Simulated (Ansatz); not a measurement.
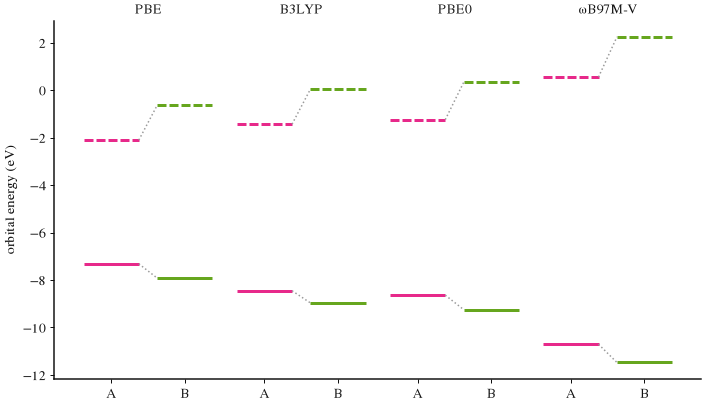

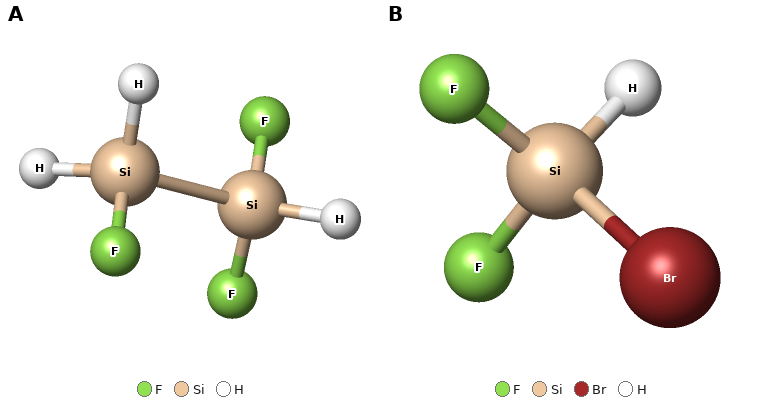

One change: A, Si₂H₃F₃ (SMILES F[SiH2][SiH](F)F), becomes B, SiHBrF₂ (SMILES F[SiH](F)Br). SiH₂F (bound through Si) on Si is replaced by Br. HOMO (solid) and LUMO (dashed) computed in def2-TZVPP at PBE0-D4/def2-TZVP geometries, both minima by their frequencies, gas phase, the Ansatz code. Empty levels above zero depend strongly on the basis.

Question: What does the change do to HOMO and LUMO?

Answer: PBE: the HOMO falls by 0.60 eV, the LUMO rises by 1.47 eV, and the separation goes from 5.22 to 7.29 eV. B3LYP: the HOMO falls by 0.51 eV, the LUMO rises by 1.48 eV, and the separation goes from 7.02 to 9.01 eV. PBE0: the HOMO falls by 0.61 eV, the LUMO rises by 1.57 eV, and the separation goes from 7.40 to 9.58 eV. ωB97M-V: the HOMO falls by 0.77 eV, the LUMO rises by 1.69 eV, and the separation goes from 11.26 to 13.72 eV.

Question: Do the functionals agree on the effect?

Answer: They agree on the direction for both levels; the HOMO shift lies between −0.77 and −0.51 eV and the LUMO shift between 1.47 and 1.69 eV, while the separations themselves differ by up to 6.4 eV between functionals.

Caveats: one conformer of each flexible molecule.
